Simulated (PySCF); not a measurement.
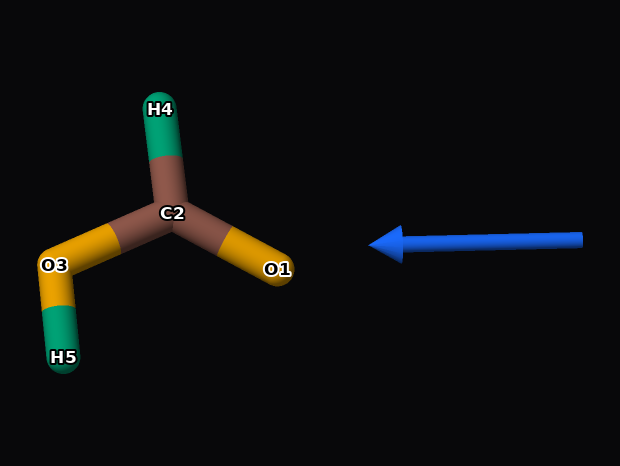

The arrow beside the molecule shows the direction of the dipole moment, from the negative to the positive end (its length means nothing). The geometry was computed by an optimisation with GFN2-xTB. No frequency run is at hand to confirm it as a minimum. Level of theory: B3LYP/pcJ-1, gas phase (PySCF 2.14.0).

Estimate the dipole moment.

Answer. 1.66 D; it points from the side of O1 to the side of O3, H5 (the outermost atoms at the two ends).
